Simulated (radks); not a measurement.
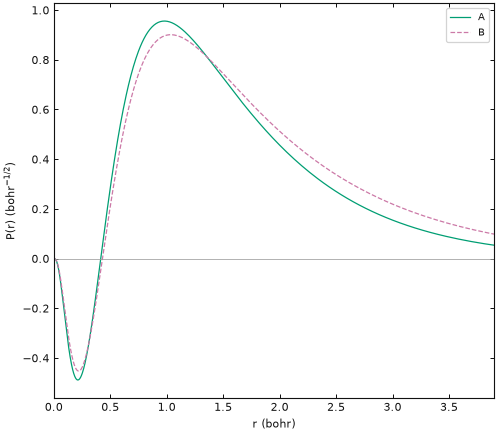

Two nuclei with the same 46 electrons, [Kr] 4d10, were computed: Ag⁺; Cd²⁺. Theory: scalar-relativistic Kohn-Sham, BLYP, spin-polarised, spherical densities, point nucleus (computed with the in-house radial solver radks).

The plot shows P(r) = r R(r) of the 4d down orbital in both runs (large components where relativistic).

Assign A and B.

A is Cd²⁺ (⟨r⟩ = 1.26 bohr, eigenvalue −30.3 eV); B is Ag⁺ (⟨r⟩ = 1.39 bohr, eigenvalue −15.6 eV). The larger nuclear charge pulls the orbital in.
